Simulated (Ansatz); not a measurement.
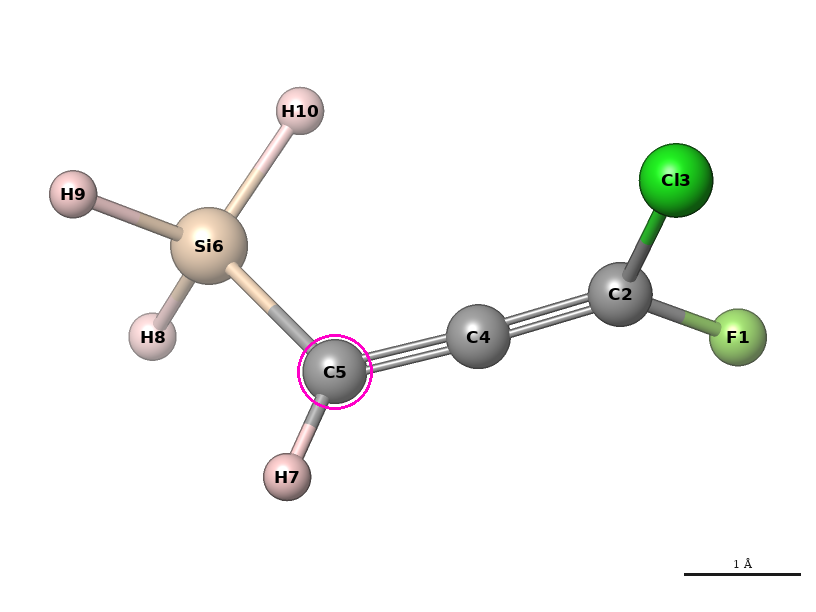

Orthographic view. Distant atoms are faded towards the background colour. Computed geometry: PBE0-D4/def2-TZVP optimisation. No frequency run is at hand to confirm it as a minimum.

Which atoms are bonded to the circled atom?

Answer. The circled atom is C5; it is bonded to C4, Si6, H7.

What is the shortest path along bonds from the circled atom to Cl3?

Answer. C5–C4–C2–Cl3, 3 bonds; through space the two are 3.82 Å apart.

Which atom is farthest from the viewer?

Answer. H8, 2.0 Å behind the mean position.

Which atom is nearest the viewer?

Answer. Cl3, 2.0 Å in front of the mean position.
